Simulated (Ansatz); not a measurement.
```yaml
atoms:
  - { symbol: C, position_ang: [-1.8650, 0.7794, -1.0036] }
  - { symbol: In, position_ang: [0.0171, 0.0089, -0.3702] }
  - { symbol: C, position_ang: [1.1751, -1.7766, -0.1892] }
  - { symbol: O, position_ang: [0.2119, 0.9116, 1.8424] }
  - { symbol: F, position_ang: [1.3265, 1.5838, -0.3181] }
  - { symbol: H, position_ang: [-2.3553, 1.2425, -0.1460] }
  - { symbol: H, position_ang: [-1.6943, 1.5438, -1.7625] }
  - { symbol: H, position_ang: [-2.5132, 0.0040, -1.4109] }
  - { symbol: H, position_ang: [2.1953, -1.5050, 0.0829] }
  - { symbol: H, position_ang: [0.7579, -2.4318, 0.5772] }
  - { symbol: H, position_ang: [1.1959, -2.3244, -1.1319] }
  - { symbol: H, position_ang: [0.7322, 0.4331, 2.4935] }
  - { symbol: H, position_ang: [0.8365, 1.4960, 1.3513] }
```

Geometry: PBE0-D4/def2-TZVP; core potentials replace the inner electrons of In.

Method: Ansatz, RKS PBE0-D4/def2-TZVPP.

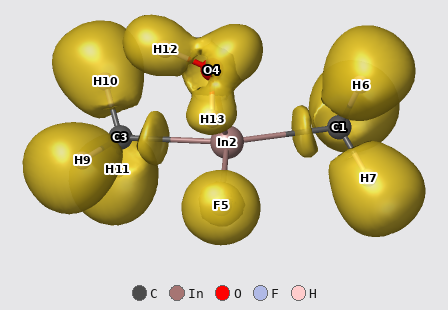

C2H8FInO (SMILES [CH3][In-]([CH3])([OH2+])[F]). Isosurface of the electron localisation function at 0.8 (yellow), seen from one side. Only the valence region is drawn (cores and ρ < 0.01 e/Å³ removed).

Q: What do the ELF domains correspond to?

A: At this value the surface marks out six regions around hydrogen nuclei, two lobes of the valence shell of C pointing towards In (polar bonds), one region wrapped around F (its valence shell) and one joined region spread over several atoms (H, O), in which their bonds and any lone pairs are merged.

Values along the shortest contacts:
In–F (2.05 Å): the ELF peaks at about 0.85 in the valence shell of F, 0.5 Å from its nucleus, and drops to about 0.10 between the two atoms. C–In (2.13 Å): the ELF peaks at about 0.90 in the valence shell of C, 0.7 Å from its nucleus, and drops to about 0.20 between the two atoms.
